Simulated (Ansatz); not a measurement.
# Rh: energy over two strains

Aim: map the energy of Rh (P6_3/mmc, No. 194; 4 atoms in the cell) over two coordinates, and find its wells, ridges and stiffness.

Computed with Ansatz 0.2.0 (DFT PBEsol, scalar-relativistic, plane waves, PAW, unless a step's input says otherwise).

14 further runs of the same task are left out: 14 set aside as unsound or not needed. Runs told in other sessions of the task aren't counted.

**1. The system as given**

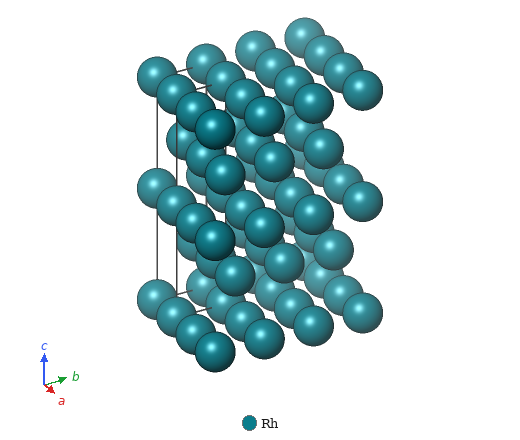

The starting structure, seen slightly off an axis (rhodium blue). 3×3×1 cells are drawn. Atoms on the faces are drawn again on the opposite ones.

As a file:

```xyz
4
Lattice="2.6756 0.0000 0.0000 -1.3378 2.3171 0.0000 0.0000 0.0000 8.7275" Properties=species:S:1:pos:R:3 pbc="T T T"
Rh    0.0000    0.0000    0.0000
Rh    0.0000    1.5447    2.1819
Rh    0.0000    0.0000    4.3638
Rh    1.3378    0.7724    6.5456
```

It goes back to an entry of the Materials Project, which need not be the stable form.

It is the result of an earlier relaxation at this level (volume 13.53 Å³/atom; gap on the mesh: none (metal)).

**2. Reference cell**

Input file input.yaml:

```yaml
crystal:
  lattice:
    - [2.6755648908, 0.0, 0.0]
    - [-1.3377824454, 2.3171071649, 0.0]
    - [0.0, 0.0, 8.7275109659]
  atoms:
    - { symbol: Rh, position: [0.0, 0.0, 0.0] }
    - { symbol: Rh, position: [0.3333333333, 0.6666666667, 0.25] }
    - { symbol: Rh, position: [0.0, 0.0, 0.5] }
    - { symbol: Rh, position: [0.6666666667, 0.3333333333, 0.75] }
basis:
  ecutwfc: 420
kpoints:
  mp_grid: { grid: [18, 18, 6] }
hamiltonian:
  xc: pbesol
  pseudopotentials: { kind: paw, azcp: { folder: soft_1 } }
scf:
  occupations: { method: gaussian, width: 0.15 }
output:
  forces: true
  stress: true
  eigenvalues: true
```

Run with:

```sh
ansatz run input.yaml --threads 2 --pin off --max-ram 4096MiB --backend cpu --events-out ev --progress --plain --runs-dir out
```

The program printed, cut to the lines that bear on the results:

```text
Warning: <dir> the record states the generating functional pbe (its physics header spells it `PBE`), which answers neither for hamiltonian.xc's functional nor for the pbesol family's — results may be inconsistent (PPs are generated against a specific XC)
Warning: RAYON_NUM_THREADS=2 ignored (pool sized by the plan → 2); use --threads N
[...]
Pseudopotentials: kind: paw
Pseudopotential: Rh, paw, valence charge 17, recommended cutoff 420 eV (normal), <dir>
Functional definition: PBEsol
[...]
Crystal: 4 atoms, lattice volume = 54.107 Å³
Basis set: ecut = 420 eV, 1091 PW (Γ), exchange–correlation on 36×36×120 points (8 copies of the dense FFT grid, shifted against one another)
Bands: 41, of which v1, the nominal top of the filled ones, is band 34 counted from 1 (33 counted from 0)
Symmetry: 24 space group operations
Space group: P63/mmc (ITA 194), of the structure as read, at distance tolerance 3.8e-5 Å
k-points: 148 of 1944
[...]
SCF iter   1: F=—  HF=-25357.450850 eV  |F-HF|=—  |Δ(HF+E_count)|=         —  Δρ=1.21e-1  dr2=7.41e0  ethr=3.10e-3  ⟨swp⟩=5.2  Hψ=19116  notcnv=0  defer=1
[...]
SCF iter   8: F=-25355.112365 eV  HF=-25355.112365 eV  |F-HF|=1.75e-9  |Δ(HF+E_count)|=   2.35e-8  Δρ=2.63e-6  dr2=2.87e-9  ethr=1.47e-10  ⟨swp⟩=3.5  Hψ=17205  notcnv=0
[...]
SCF converged after 8 iterations
Free energy (F): -25355.112365 eV
[...]
E sigma→0 (E₀):  -25355.081390 eV
Entropy (-TS):   -0.061952 eV (-15.488 meV/atom)
Fermi energy:    22.768689 eV
[...]
--- Forces (eV/Å), atoms counted from 1 ---
  atom   1  Rh    -0.00000000    -0.00000000     0.00000000
  atom   2  Rh     0.00000000    -0.00000000     0.00000000
  atom   3  Rh    -0.00000000     0.00000000     0.00000000
  atom   4  Rh     0.00000000     0.00000000     0.00000000
[...]
--- Stress (GPa, compression-positive) ---
        0.124134      -0.000000       0.000000
        0.000000       0.124134       0.000000
        0.000000       0.000000       0.049284
  P = ⅓ Tr σ = 0.0992 GPa (0.992 kbar)
--- Band table (eV; the first three rows and the last of 148) ---
[...]
```

Wall time 8.8 s (2 threads of Arm Neoverse V1, shared host); peak memory 0.47 GiB.

**3. The grid**

The energy is mapped over two homogeneous strains (x along [1 0 0], y along [1 2 0], z along [0 0 1] of the conventional cell).

The axes are (1) strain +e along x and -e along y: 7 values from −11.0 %; (2) strain +e along z and -e/2 along x and y: 7 values from −11.0 %.

Nothing else is relaxed (fractional coordinates fixed). Energies count from the relaxed crystal. Points are written as (first, second).

Below, 8 of the grid's runs; all are launched alike.

**4. The run at (−11.0 %, 11.0 %)**

input.yaml, as its differences from that of step 2:

```diff
@@ -2,5 +2,5 @@
   lattice:
-    - [2.6755648908, 0.0, 0.0]
-    - [-1.3377824454, 2.3171071649, 0.0]
-    - [0.0, 0.0, 8.7275109659]
+    - [2.2340966838, 0.0, 0.0]
+    - [-1.1170483419, 2.444548059, 0.0]
+    - [0.0, 0.0, 9.6875371721]
   atoms:
```

Run with:

```sh
ansatz run input.yaml --threads 2 --pin off --max-ram 4096MiB --backend cpu --events-out ev --progress --plain --runs-dir out
```

The program printed, cut to the lines that bear on the results:

```text
Warning: <dir> the record states the generating functional pbe (its physics header spells it `PBE`), which answers neither for hamiltonian.xc's functional nor for the pbesol family's — results may be inconsistent (PPs are generated against a specific XC)
Warning: RAYON_NUM_THREADS=2 ignored (pool sized by the plan → 2); use --threads N
[...]
Pseudopotentials: kind: paw
Pseudopotential: Rh, paw, valence charge 17, recommended cutoff 420 eV (normal), <dir>
Functional definition: PBEsol
[...]
Crystal: 4 atoms, lattice volume = 52.907 Å³
Basis set: ecut = 420 eV, 1051 PW (Γ), exchange–correlation on 30×36×144 points (8 copies of the dense FFT grid, shifted against one another)
Bands: 41, of which v1, the nominal top of the filled ones, is band 34 counted from 1 (33 counted from 0)
Symmetry: 8 space group operations
Space group: Cmcm (ITA 63), of the structure as read, at distance tolerance 3.8e-5 Å
k-points: 364 of 1944
[...]
SCF iter   1: F=—  HF=-25353.008620 eV  |F-HF|=—  |Δ(HF+E_count)|=         —  Δρ=1.05e-1  dr2=5.07e0  ethr=3.10e-3  ⟨swp⟩=5.3  Hψ=48378  notcnv=0  defer=21
[...]
SCF iter   7: F=-25351.372099 eV  HF=-25351.372099 eV  |F-HF|=3.73e-8  |Δ(HF+E_count)|=   6.36e-8  Δρ=1.50e-5  dr2=8.20e-8  ethr=1.47e-10  ⟨swp⟩=7.8  Hψ=56942  notcnv=0
[...]
SCF converged after 7 iterations
Free energy (F): -25351.372099 eV
[...]
E sigma→0 (E₀):  -25351.334172 eV
Entropy (-TS):   -0.075855 eV (-18.964 meV/atom)
Fermi energy:    23.397872 eV
[...]
--- Forces (eV/Å), atoms counted from 1 ---
  atom   1  Rh     0.00000000     0.00000000     0.00000000
  atom   2  Rh     0.00000000    -0.32957401    -0.00000000
  atom   3  Rh     0.00000000     0.00000000     0.00000000
  atom   4  Rh     0.00000000     0.32957401     0.00000000
[...]
--- Stress (GPa, compression-positive) ---
      124.991707       0.000000      -0.000000
        0.000000       2.664620      -0.000000
       -0.000000      -0.000000     -13.761295
  P = ⅓ Tr σ = 37.9650 GPa (379.650 kbar)
--- Band table (eV; the first three rows and the last of 364) ---
[...]
```

Run time: 20 s. Hardware: 2 threads of Arm Neoverse V1, shared host; peak memory 0.73 GiB.

On the map this point reads 935 meV/atom.

**5. Point (−7.3 %, 3.7 %)**

input.yaml, as its differences from that of step 4:

```diff
@@ -2,5 +2,5 @@
   lattice:
-    - [2.2340966838, 0.0, 0.0]
-    - [-1.1170483419, 2.444548059, 0.0]
-    - [0.0, 0.0, 9.6875371721]
+    - [2.4303493686, 0.0, 0.0]
+    - [-1.2151746843, 2.4444322036, 0.0]
+    - [0.0, 0.0, 9.0478106183]
   atoms:
```

Run with:

```sh
ansatz run input.yaml --threads 2 --pin off --max-ram 4096MiB --backend cpu --events-out ev --progress --plain --runs-dir out
```

The program printed, cut to the lines that bear on the results:

```text
[...]
SCF converged after 7 iterations
Free energy (F): -25354.145299 eV
[...]
E sigma→0 (E₀):  -25354.112993 eV
Entropy (-TS):   -0.064613 eV (-16.153 meV/atom)
Fermi energy:    22.936224 eV
[...]
--- Forces (eV/Å), atoms counted from 1 ---
  atom   1  Rh     0.00000000    -0.00000000     0.00000000
  atom   2  Rh     0.00000000    -0.25204049     0.00000000
  atom   3  Rh     0.00000000    -0.00000000     0.00000000
  atom   4  Rh     0.00000000     0.25204049     0.00000000
[...]
--- Stress (GPa, compression-positive) ---
       52.885601       0.000000       0.000000
        0.000000     -13.506920       0.000000
        0.000000       0.000000     -10.175034
  P = ⅓ Tr σ = 9.7345 GPa (97.345 kbar)
--- Band table (eV; the first three rows and the last of 364) ---
[...]
```

It took 20 s on 2 threads of Arm Neoverse V1, shared host; peak memory 0.73 GiB.

That is 242 meV/atom from the zero.

**6. Grid point (−7.3 %, −11.0 %)**

input.yaml, as its differences from that of step 5:

```diff
@@ -2,5 +2,5 @@
   lattice:
-    - [2.4303493686, 0.0, 0.0]
-    - [-1.2151746843, 2.4444322036, 0.0]
-    - [0.0, 0.0, 9.0478106183]
+    - [2.6266020533, 0.0, 0.0]
+    - [-1.3133010266, 2.6143920142, 0.0]
+    - [0.0, 0.0, 7.7674847597]
   atoms:
@@ -23 +23,5 @@
   eigenvalues: true
+  write_density: true
+  write_potential: true
+  elf: true
+  volumetric_format: npy
```

Run with:

```sh
ansatz run input.yaml --threads 2 --pin off --max-ram 4096MiB --backend cpu --events-out ev --progress --plain --runs-dir out
```

The program printed, cut to the lines that bear on the results:

```text
Warning: <dir> the record states the generating functional pbe (its physics header spells it `PBE`), which answers neither for hamiltonian.xc's functional nor for the pbesol family's — results may be inconsistent (PPs are generated against a specific XC)
Warning: RAYON_NUM_THREADS=2 ignored (pool sized by the plan → 2); use --threads N
[...]
Pseudopotentials: kind: paw
Pseudopotential: Rh, paw, valence charge 17, recommended cutoff 420 eV (normal), <dir>
Functional definition: PBEsol
[...]
Crystal: 4 atoms, lattice volume = 53.339 Å³
Basis set: ecut = 420 eV, 1037 PW (Γ), exchange–correlation on 36×40×108 points (8 copies of the dense FFT grid, shifted against one another)
Bands: 41, of which v1, the nominal top of the filled ones, is band 34 counted from 1 (33 counted from 0)
Symmetry: 8 space group operations
Space group: Cmcm (ITA 63), of the structure as read, at distance tolerance 3.8e-5 Å
k-points: 364 of 1944
[...]
SCF iter   1: F=—  HF=-25355.729564 eV  |F-HF|=—  |Δ(HF+E_count)|=         —  Δρ=1.13e-1  dr2=6.18e0  ethr=3.10e-3  ⟨swp⟩=5.1  Hψ=47659  notcnv=0
[...]
SCF iter   8: F=-25353.760780 eV  HF=-25353.760780 eV  |F-HF|=5.13e-9  |Δ(HF+E_count)|=   1.62e-8  Δρ=4.39e-6  dr2=8.40e-9  ethr=1.47e-10  ⟨swp⟩=7.1  Hψ=78137  notcnv=0
[...]
SCF converged after 8 iterations
Free energy (F): -25353.760780 eV
[...]
E sigma→0 (E₀):  -25353.722657 eV
Entropy (-TS):   -0.076247 eV (-19.062 meV/atom)
Fermi energy:    23.151479 eV
[...]
--- Forces (eV/Å), atoms counted from 1 ---
  atom   1  Rh    -0.00000000    -0.00000000     0.00000000
  atom   2  Rh    -0.00000000    -0.68810943     0.00000000
  atom   3  Rh    -0.00000000     0.00000000     0.00000000
  atom   4  Rh     0.00000000     0.68810943     0.00000000
[...]
--- Stress (GPa, compression-positive) ---
       16.500386      -0.000000       0.000000
       -0.000000      -9.330133       0.000000
        0.000000       0.000000      44.529663
  P = ⅓ Tr σ = 17.2333 GPa (172.333 kbar)
--- Band table (eV; the first three rows and the last of 364) ---
[...]
```

Wall time 33 s (2 threads of Arm Neoverse V1, shared host); peak memory 0.72 GiB.

The maps below are laid out on this run's own conventional cell (a, b, c = 2.627, 5.229, 7.767 Å).

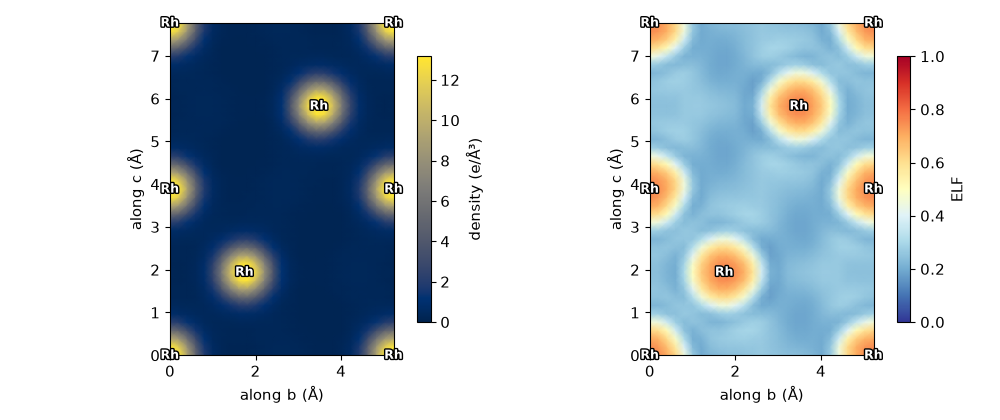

Density (left) and ELF (right) in a lattice plane of the grid's cell (edges 5.23 and 7.77 Å, at 0.000 of the third edge), which holds Rh. Only atoms in the plane are labelled; the density scale stops at 13.17 e/Å³. Both are smooth fields of the valence electrons: close to the nuclei they are not physical.

On the map this point reads 338 meV/atom.

**7. The run at (−11.0 %, −7.3 %)**

input.yaml, as its differences from that of step 6:

```diff
@@ -2,5 +2,5 @@
   lattice:
-    - [2.6266020533, 0.0, 0.0]
-    - [-1.3133010266, 2.6143920142, 0.0]
-    - [0.0, 0.0, 7.7674847597]
+    - [2.4793122061, 0.0, 0.0]
+    - [-1.239656103, 2.6569109306, 0.0]
+    - [0.0, 0.0, 8.0877844121]
   atoms:
```

Run with:

```sh
ansatz run input.yaml --threads 2 --pin off --max-ram 4096MiB --backend cpu --events-out ev --progress --plain --runs-dir out
```

The program printed, cut to the lines that bear on the results:

```text
[...]
SCF converged after 7 iterations
Free energy (F): -25353.623030 eV
[...]
E sigma→0 (E₀):  -25353.586569 eV
Entropy (-TS):   -0.072921 eV (-18.230 meV/atom)
Fermi energy:    23.178880 eV
[...]
--- Forces (eV/Å), atoms counted from 1 ---
  atom   1  Rh     0.00000000     0.00000000     0.00000000
  atom   2  Rh    -0.00000000    -0.77649126     0.00000000
  atom   3  Rh     0.00000000    -0.00000000     0.00000000
  atom   4  Rh     0.00000000     0.77649126     0.00000000
[...]
--- Stress (GPa, compression-positive) ---
       44.148769      -0.000000       0.000000
       -0.000000     -16.644641       0.000000
        0.000000       0.000000      28.871685
  P = ⅓ Tr σ = 18.7919 GPa (187.919 kbar)
--- Band table (eV; the first three rows and the last of 364) ---
[...]
```

Run time: 29 s. Hardware: 2 threads of Arm Neoverse V1, shared host; peak memory 0.72 GiB.

Axes a, b and c in the maps are those of this run's conventional cell (a, b, c = 2.479, 5.314, 8.088 Å).

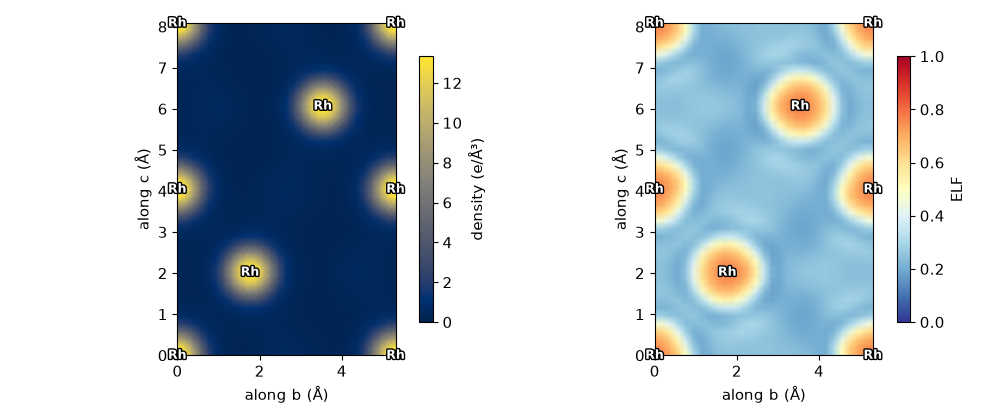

Density (left) and ELF (right) in a lattice plane of the grid's cell (edges 5.31 and 8.09 Å, at 0.000 of the third edge), which holds Rh. Only atoms in the plane are labelled; the density scale stops at 13.34 e/Å³. Both are smooth fields of the valence electrons: close to the nuclei they are not physical.

That is 372 meV/atom from the zero.

[end of part 1 of 2]
